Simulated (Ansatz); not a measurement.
Cost and result by functional for the surface energy of the (221) surface of alpha tin in its 1x1 cell, outermost plane spacing 0.55 Å in the ideal cut, in Ansatz (plane waves, PAW). Single points on the PBE structure, on one kind of machine; costs are rough ratios of the slab run's core time (references not counted) to the cheapest single point. r2SCAN's cost holds its higher cutoff (500 against 420 eV). Differences are taken against r2SCAN for comparison alone: no measured value is at hand, so the table doesn't rank accuracy.

Slab: 20 atoms, 10.5 Å thick at the start; k 8x3x1, smearing 0.1 eV, dipole-corrected; all atoms relaxed; start symmetry kept, larger cells not searched; no spin, no spin-orbit, no U. These notes are the PBE run's.

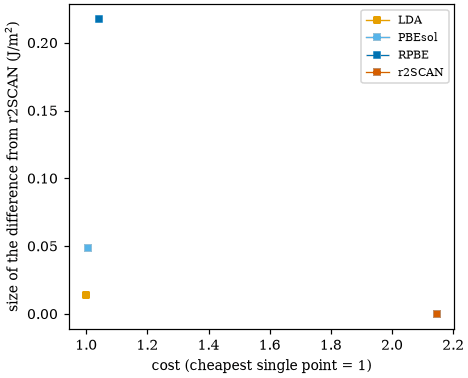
Fig. 1. Difference from r2SCAN against cost

| functional | relative cost | surface energy (J/m²) | less r2SCAN (J/m²) |
|---|---|---|---|
| LDA | 1 | 0.74 | 0.01 |
| PBEsol | 1 | 0.68 | -0.05 |
| RPBE | 1 | 0.51 | -0.22 |
| r2SCAN | 2 | 0.73 | 0.00 |
| PBE (the relaxed run's value) | – | 0.59 | -0.14 |

The values span 0.23 J/m², while the single points' costs differ by a factor of roughly 2. Differences are of unrounded values.

Ansatz is an electronic-structure program.
